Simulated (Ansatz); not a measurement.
```xyz
8

C    -1.4304    0.8927   -0.9053
Si    0.1053    0.7958   -0.1713
C     0.7139   -0.7311    0.7388
H    -2.1196    0.0522   -0.8668
H    -1.7831    1.7715   -1.4305
H     0.9433   -0.5024    1.7810
H     1.6124   -1.1360    0.2698
H    -0.0794   -1.4830    0.7029
```

Geometry: PBE0-D4/def2-TZVP.

These are results of UKS PBE0-D4/def2-TZVPP in Ansatz 0.2.0, not measurements.

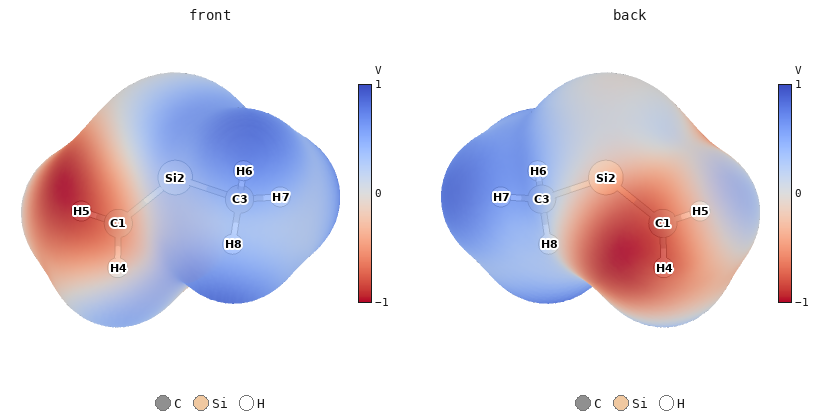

C$_{2}$H$_{5}$Si (doublet). The molecular electrostatic potential painted on the density surface at 0.001 e/bohr³, seen from the front and from behind; red is negative and blue positive.

Q: Describe the electrostatic potential map.

A: The most negative region (about −1.0 V) lies over C1 and Si2, the most positive (about +0.8 V) over H6, H7 and H8.
